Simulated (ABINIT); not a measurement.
# GaN (P6_3mc): a self-consistent loop beyond G0W0, cycle by cycle, part 3 of 3

Wanted: G0W0 and self-consistent gaps of GaN (P6_3mc), with the cost of the cycles.

ABINIT 10.8.3; PBE and many-body steps on it, plane waves. Known limits of the many-body steps: not at the basis limit; no spin-orbit coupling.

So far. Step 10 (evGW, cycle 1): Against G0W0 in ABINIT (6×6×4 mesh, 81 bands, screening to 130.6 eV, Godby-Needs plasmon pole), the gap moves by +0.391 eV. Step 13 (evGW, cycle 2): Against the cycle before, the gap moves by +0.028 eV.

The database entry behind the starting cell differs from later determinations by our own check (about 0.3 % short, ideal inner coordinate), so it need not match the best structure at ambient conditions.

### 14. Screening, 6×6×4 mesh, 81 bands, screening to 130.6 eV

This step: RPA screening on PBE, plane waves, norm-conserving pseudopotentials.

run.abi reads:

```
acell 3*1.0 Angstrom
rprim 
  3.179999999980 0.000000000005 0.000000000000
  -1.589999999994 2.753960784015 0.000000000000
  0.000000000000 0.000000000000 5.166000000000
ntypat 2
znucl 31 7
natom 4
typat 1 1 2 2
xred 
  0.333333333333 0.666666666667 0.000000000000
  0.666666666667 0.333333333333 0.500000000000
  0.333333333333 0.666666666667 0.375000000000
  0.666666666667 0.333333333333 0.875000000000
pp_dirpath "pseudos"
pseudos "Ga.upf, N.upf"
ecut 45
ngkpt 6 6 4
nshiftk 1
shiftk 0 0 0
kptopt 1
chksymbreak 0
istwfk *1
occopt 1
irdwfk 1
optdriver 3
nband 81
ecuteps 4.8
inclvkb 2
awtr 1
symchi 1
gwcalctyp 10
mbpt_sciss 1.666 eV
nqptdm 1
qptdm 
  0 0 0
indata_prefix "in"
outdata_prefix "out"
tmpdata_prefix "tmp"
```

Started as:

```
> OMP_NUM_THREADS=1 mpirun -n 4 abinit run.abi > log
```

Numbers of over 12 decimals in the logs are rounded to 6 here.

What it wrote:

```text
.Version 10.8.3 of ABINIT. v10.8.2 released Aug 2026.

 Symmetries : space group P6_3 m c (#186); Bravais hP (primitive hexag.)
[... echo of the input left out ...]
== DATASET  1 ==================================================================
-   mpi_nproc: 4, omp_nthreads: 1 (-1 if OMP is not activated)

--- !DatasetInfo
iteration_state: {dtset: 1, }
dimensions: {natom: 4, nkpt: 21, mband: 81, nsppol: 1, nspinor: 1, nspden: 1, mpw: 4428, }
cutoff_energies: {ecut:  45.0, pawecutdg:  -1.0, }
[...]
[... chi0 elements left out ...]
 For q-point:  0.000010 0.000020 0.000030
  dielectric constant =   4.8169
  dielectric constant without local fields =   5.1135

  Average fulfillment of the sum rule on Im[epsilon] for q-point    1 :     32.80  [%]
[... wings left out ...]
== END DATASET(S) ==============================================================
================================================================================

 -outvars: echo values of variables after computation  --------
           etotal      0.0000000000E+00
            nband          81
             nkpt          21
          spgroup         186
 [... the other variables as echoed above ...]

 Calculation completed.
```

Wall time 21 s (4 MPI ranks of Arm Neoverse V1, shared host); peak memory 1.6 GiB.

This step gave:

```
ε∞ with local fields, on this mesh, along the program's q direction : 4.817
the same without local fields                                       : 5.114
plasma frequency                                                    : 39.81 eV
plane waves in the screening matrix                                 : 147
```

This screening uses the functional's bands under a rigid shift, the mean opening of the cycle before.

### 15. Screening, 6×6×4 mesh, 81 bands, screening to 130.6 eV

This step: RPA screening on PBE from quasiparticle energies, plane waves, norm-conserving pseudopotentials.

run.abi: that of step 14 with these lines changed.

```diff
@@ -31,7 +31,26 @@
 symchi 1
+irdqps 1
 gwcalctyp 10
-mbpt_sciss 1.666 eV
-nqptdm 1
+nqptdm 20
 qptdm 
-  0 0 0
+  0.1666666667 0.0000000000 0.0000000000
+  0.3333333333 0.0000000000 0.0000000000
+  0.5000000000 0.0000000000 0.0000000000
+  0.1666666667 0.1666666667 0.0000000000
+  0.3333333333 0.1666666667 0.0000000000
+  0.3333333333 0.3333333333 0.0000000000
+  0.0000000000 0.0000000000 0.2500000000
+  0.1666666667 0.0000000000 0.2500000000
+  0.3333333333 0.0000000000 0.2500000000
+  0.5000000000 0.0000000000 0.2500000000
+  0.1666666667 0.1666666667 0.2500000000
+  0.3333333333 0.1666666667 0.2500000000
+  0.3333333333 0.3333333333 0.2500000000
+  0.0000000000 0.0000000000 0.5000000000
+  0.1666666667 0.0000000000 0.5000000000
+  0.3333333333 0.0000000000 0.5000000000
+  0.5000000000 0.0000000000 0.5000000000
+  0.1666666667 0.1666666667 0.5000000000
+  0.3333333333 0.1666666667 0.5000000000
+  0.3333333333 0.3333333333 0.5000000000
 indata_prefix "in"
```

mrgscr.stdin reads:

```
2
merged
q0_SCR
out_SCR
1
```

Started as:

```
> OMP_NUM_THREADS=1 mpirun -n 4 abinit run.abi > log; mrgscr < mrgscr.stdin
```

What it wrote:

```text
.Version 10.8.3 of ABINIT. v10.8.2 released Aug 2026.

 Symmetries : space group P6_3 m c (#186); Bravais hP (primitive hexag.)
[... echo of the input left out ...]
== DATASET  1 ==================================================================
-   mpi_nproc: 4, omp_nthreads: 1 (-1 if OMP is not activated)

--- !DatasetInfo
iteration_state: {dtset: 1, }
dimensions: {natom: 4, nkpt: 21, mband: 81, nsppol: 1, nspinor: 1, nspden: 1, mpw: 4428, }
cutoff_energies: {ecut:  45.0, pawecutdg:  -1.0, }
[...]
q-point number  1        q = ( 0.166667, 0.000000, 0.000000) [r.l.u.]
--------------------------------------------------------------------------------
[... chi0 elements left out ...]
  Average fulfillment of the sum rule on Im[epsilon] for q-point    2 :     42.76  [%]

--------------------------------------------------------------------------------
  q-point number  2        q = ( 0.333333, 0.000000, 0.000000) [r.l.u.]
--------------------------------------------------------------------------------
[... chi0 elements left out ...]
  Average fulfillment of the sum rule on Im[epsilon] for q-point    3 :     37.03  [%]

 [... 18 further q-points ...]
```

The job ended after 3.5 min (4 MPI ranks; peak memory 1.7 GiB).

This step gave:

```
plasma frequency                    : 39.81 eV
plane waves in the screening matrix : 147
```

This screening reads the quasiparticle levels of the cycle before.

### 16. evGW, cycle 3

This step: evGW on PBE, plane waves, norm-conserving pseudopotentials.

run.abi: that of step 15 with these lines changed.

```diff
@@ -25,12 +25,10 @@
 irdwfk 1
-optdriver 3
+optdriver 4
 nband 81
-ecuteps 4.8
-inclvkb 2
-awtr 1
-symchi 1
-irdqps 1
 gwcalctyp 10
-nqptdm 20
-qptdm 
+ecutsigx 45
+symsigma 1
+nkptgw 21
+kptgw 
+  0.0000000000 0.0000000000 0.0000000000
   0.1666666667 0.0000000000 0.0000000000
@@ -55,2 +53,28 @@
   0.3333333333 0.3333333333 0.5000000000
+bdgw 
+  21 40
+  21 40
+  21 40
+  21 40
+  21 40
+  21 40
+  21 40
+  21 40
+  21 40
+  21 40
+  21 40
+  21 40
+  21 40
+  21 40
+  21 40
+  21 40
+  21 40
+  21 40
+  21 40
+  21 40
+  21 40
+ecuteps 4.8
+irdscr 1
+ppmodel 1
+irdqps 1
 indata_prefix "in"
```

Started as:

```
> OMP_NUM_THREADS=1 mpirun -n 4 abinit run.abi > log
```

What it wrote:

```text
.Version 10.8.3 of ABINIT. v10.8.2 released Aug 2026.

 Symmetries : space group P6_3 m c (#186); Bravais hP (primitive hexag.)
[... echo of the input left out ...]
== DATASET  1 ==================================================================
-   mpi_nproc: 4, omp_nthreads: 1 (-1 if OMP is not activated)

--- !DatasetInfo
iteration_state: {dtset: 1, }
dimensions: {natom: 4, nkpt: 21, mband: 81, nsppol: 1, nspinor: 1, nspden: 1, mpw: 4428, }
cutoff_energies: {ecut:  45.0, pawecutdg:  -1.0, }
[...]
.  kptgw no:  3; Maximum DeltaE = (  -0.003   0.002) for band index: 20
[...]
.  kptgw no: 20; Maximum DeltaE = (   0.004  -0.007) for band index: 20
.  kptgw no: 21; Maximum DeltaE = (   0.008  -0.009) for band index: 19

== END DATASET(S) ==============================================================
================================================================================

 -outvars: echo values of variables after computation  --------
           etotal      0.0000000000E+00
            nband          81
             nkpt          21
          spgroup         186
 [... the other variables as echoed above ...]

 Calculation completed.
```

Wall time 14 min (4 MPI ranks); peak memory 3.6 GiB; 56 min of CPU time.

Numbers from this step:

```yaml
quasiparticle_gap_on_the_mesh: 3.255 eV
gap_of_the_density_functional_on_the_mesh: 1.995 eV
k_of_the_valence_top: 0, 0, 0
k_of_the_conduction_bottom: 0, 0, 0
least_direct_quasiparticle_gap_on_the_computed_points: 3.255 eV
```

Against the cycle before, the gap moves by +0.004 eV.

### 17. Side by side

Times are wall times on 4 MPI ranks of Arm Neoverse V1, shared host, good to a factor of about two. A run's time includes the screening step that it read.

```
           run   mesh  bands  screening cutoff (eV)  DFT gap (eV)  gap on the mesh (eV)  direct (eV)  ε∞ used     time
          G0W0  6×6×4     81                  130.6         1.995                 2.832        2.832     5.77  3.9 min
evGW0, cycle 1  6×6×4     81                  130.6         1.995                 3.012        3.012     5.77   18 min
evGW0, cycle 2  6×6×4     81                  130.6         1.995                 2.970        2.970     5.77   18 min
evGW0, cycle 3  6×6×4     81                  130.6         1.995                 2.966        2.966     5.77   18 min
 evGW, cycle 1  6×6×4     81                  130.6         1.995                 3.223        3.223     4.97   18 min
 evGW, cycle 2  6×6×4     81                  130.6         1.995                 3.251        3.251     4.83   18 min
 evGW, cycle 3  6×6×4     81                  130.6         1.995                 3.255        3.255     4.82   18 min
```

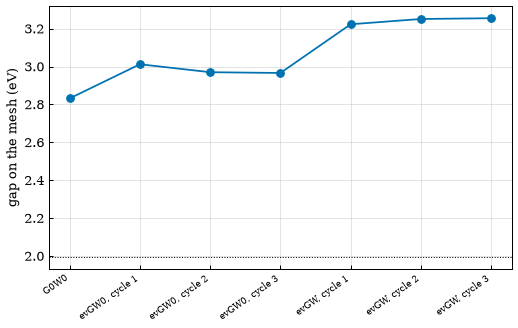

The gap through the cycles; the dotted line is the starting gap.

### 18. Outcome

| Item | Value |
| --- | --- |
| G0W0 | 2.832 eV |
| evGW0, cycle 1 | 3.012 eV |
| evGW0, cycle 2 | 2.970 eV |
| evGW0, cycle 3 | 2.966 eV |
| evGW, cycle 1 | 3.223 eV |
| evGW, cycle 2 | 3.251 eV |
| evGW, cycle 3 | 3.255 eV |
| known limits | not at the basis limit; no spin-orbit coupling |

In words: Only the bands that the input lists are updated; the others, empty or deep, keep the functional's energies or take a rigid shift. The evGW loop starts from the last levels of evGW0, so its cycles and time come on top of those. evGW0 ends at 2.97 eV, +0.13 eV from G0W0, after 3 cycles that took 42 min beside the first screening; the last moved the gap by 0.004 eV. evGW ends at 3.25 eV, +0.42 eV from G0W0, after 3 cycles that took 54 min beside the first screening; the last moved the gap by 0.004 eV. The first cycle of evGW0 takes the full correction, without the factor Z, so it overshoots the one-shot value. Bands and cutoff are finite, so the gap is not at the basis limit. The miss can reach some tenths of an eV and take either sign; the mesh is an error of its own. In the updated screening the q = 0 part is built from Kohn-Sham bands under a rigid shift, the other q from the quasiparticle levels. The many-body steps are scalar-relativistic: spin-orbit coupling is not in them.

[Paths, hosts, dates, memory and timing lines, banners, echoed tables and standing remarks are left out of the program output.]

[Logs are printed without paths, hosts, clocks, repeated set-up lines and the standing remarks that a program may print on its own settings, such as how far it seeks lower states.]

[Runs of the session that timed out or met a known fault of the program may be left out.]

[Hosts, paths, dates, database ids (printed as entryN), source tags and the programs' standing remarks are cut or masked in the printed files.]

[G0W0 gaps are taken among the corrected bands and points alone; a level outside them can change the order at an edge.]

[Where Ansatz stands beside ABINIT at settings called matched, ABINIT's density can come from a denser mesh and the files from another edition; pairs whose starting gaps differed by over 0.03 eV were left out, so agreement reads better than it is.]
